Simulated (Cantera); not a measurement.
A closed system holds: 1 mol SiCl4, 0.082 mol HCl, 8.7 mol N2, at 75.0 Torr.

Equilibrium computed with Cantera from the NASA thermochemical tables; the gas is ideal and each condensed phase is pure. Candidate condensed phases: NH4Cl, Si, Si3N4; 28 gas species. The tables' values for SiCl3 are old estimates; treat these amounts as uncertain. Kinetics and transport are ignored.

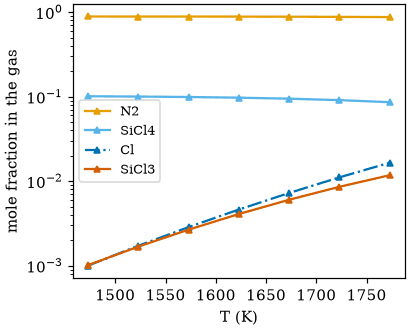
Figure. Equilibrium gas composition (values under 1e-9 drawn at 1e-9)

**Question.** Read off the mole fractions at 1773 K.

**Answer.** N2 about 0.87, SiCl4 about 0.086, Cl about 0.017, SiCl3 about 0.012.
